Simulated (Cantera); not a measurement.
Feed: 1 mol SiCl₄, 0.44 mol HCl, 45 mol H₂, held at 1.70 bar.

Equilibrium computed with Cantera from the NASA thermochemical tables; the gas is ideal and each condensed phase is pure. Candidate condensed phases: Si; 19 gas species. The tables' values for SiCl₃ are old estimates; treat these amounts as uncertain. Gases not in the tables: Si₂H₆ and higher silanes. Kinetics and transport are ignored.

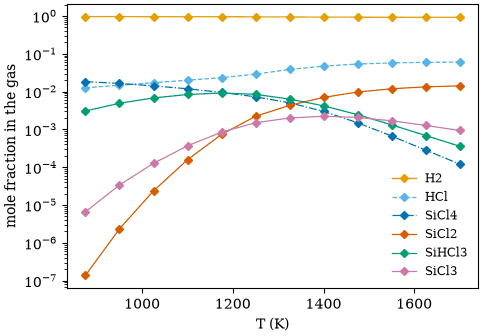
Figure: Equilibrium gas composition (values under 1e-9 drawn at 1e-9)

### Question
Read off the mole fractions at 1250 K.

### Answer
H₂ about 0.95, HCl about 0.029, SiHCl₃ about 0.0085, SiCl₄ about 0.0073, SiCl₂ about 0.0022, SiCl₃ about 0.0015.
